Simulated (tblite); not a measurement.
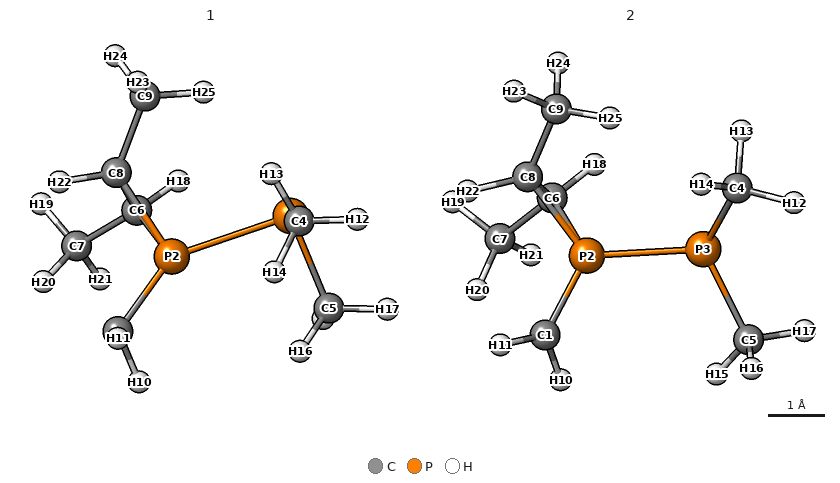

Two geometries of C7H16P2, drawn at one scale. One is the start of a relaxation, the other its converged end. The picture is a ball-and-stick view, seen at a tilt.

Method: GFN2-xTB geometry optimisation, gas phase (tblite 0.8.0). 

Question: Which geometry has the lower energy?

Answer: Structure 1 is the relaxed one. Over 189 geometry steps the energy falls by 55.0 kcal/mol. H13 moves most after the best rigid fit: 1.75 Å. Largest moves by element: H 1.75 Å, C 0.81 Å, P 0.62 Å. Some distances before and after: P2–P3 2.123 → 2.274 Å, C1–P2 1.630 → 1.731 Å, C9–H23 1.137 → 1.089 Å, P2–C8 1.784 → 1.830 Å. Bond angles that change, for instance: P2–P3–C4 116.8° → 94.9°, C1–P2–P3 120.0° → 141.3°, P2–P3–C5 112.9° → 93.3°. Groups turn about C8–C9 by about 40°. Cost: 3.3 s on 1 thread of Arm Neoverse N1 (shared host).
